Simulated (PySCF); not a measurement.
C₂H₈OSi₂, SMILES O=C[SiH2]C[SiH3], singlet, GFN2-xTB optimised geometry. Atoms within 1.6 Å of the plane z = 0.0 Å (x, y, z in Å): O1 (0.98, 1.77, 1.00), C2 (1.77, 0.88, 0.84), Si3 (1.28, -0.78, 0.00), C4 (-0.60, -0.78, 0.00), Si5 (-1.46, 0.95, 0.00), H6 (2.82, 1.03, 1.17), H7 (1.92, -1.84, 0.78), H8 (1.89, -0.73, -1.34), H9 (-0.96, -1.32, 0.87), H10 (-0.96, -1.34, -0.86), H11 (-1.59, 1.47, 1.35), H12 (-2.82, 0.67, -0.49), H13 (-0.83, 1.84, -0.97).

Level of theory: CAM-B3LYP/def2-TZVP in PySCF. Cells within 0.4 Å of a nucleus heavier than hydrogen are left out (blank, or x).

Map of the electrostatic potential (hartree/e), clipped to [-0.08, 0.12] on the plane z = 0.0 Å:

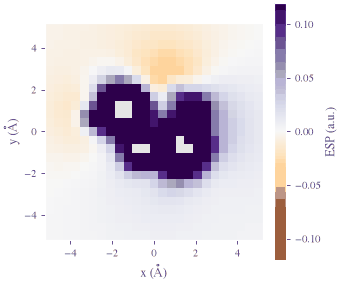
Figure: Electrostatic potential (hartree/e), clipped to [-0.08, 0.12] on the plane z = 0.0 Å.
